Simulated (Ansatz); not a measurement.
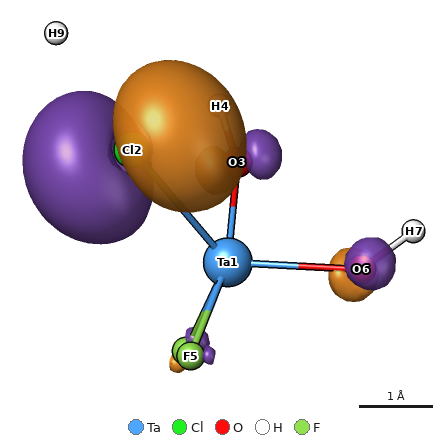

Figure. ClF₂H₂O₂Ta···H (doublet). The HOMO−1 (β) at ±0.15 Å⁻³ᐟ² (orange and purple are the two phases), seen at an oblique angle.

Core potentials replace the inner electrons of Ta; not at a stationary point (largest force 1.0 eV/Å).

The calculation used Ansatz, UKS PBE/def2-SVP.

Input

```
crystal:
  periodic: [false, false, false]
  atoms:
    - { symbol: Ta, position_ang: [0.0, 0.0, 0.0] }
    - { symbol: Cl, position_ang: [2.72, 0.0, 0.0] }
    - { symbol: O, position_ang: [0.0, 0.0, 2.02] }
    - { symbol: H, position_ang: [-0.2547, -0.9174, 2.3571] }
    - { symbol: F, position_ang: [0.0, 0.0, -1.93] }
    - { symbol: O, position_ang: [-1.01, 1.7493, 0.0] }
    - { symbol: H, position_ang: [-1.4859, 1.8638, 0.8834] }
    - { symbol: F, position_ang: [-0.965, -1.6714, 0.0] }
    - { symbol: H, position_ang: [4.39, 0.0, 0.0] }
magnetization:
  spin_polarized: true
  initial_magnetization: 1
basis:
  gaussian: { orbitals: def2-SVP }
hamiltonian:
  xc: pbe
relax:
  f_tol: 0.15
  max_steps: 25
  restrain:
    - { distance: [1, 8], at: 2.57, k: 30.0 }
    - { distance: [0, 1], at: 2.47, k: 30.0 }
output:
  orbitals: {}
```

Run with:

```sh
ansatz run input.yaml --threads 4 --pin off --max-ram 5120MiB --backend cpu --events-out ev --progress --plain --runs-dir out
```

The fields are those of the run's last geometry, not of the input's.

Where does this orbital lie, and at what energy?

Answer. By Hirshfeld shares it lies mainly on Cl2 (about 85 %); largely a lone pair of Cl2. Its energy is −7.59 eV.
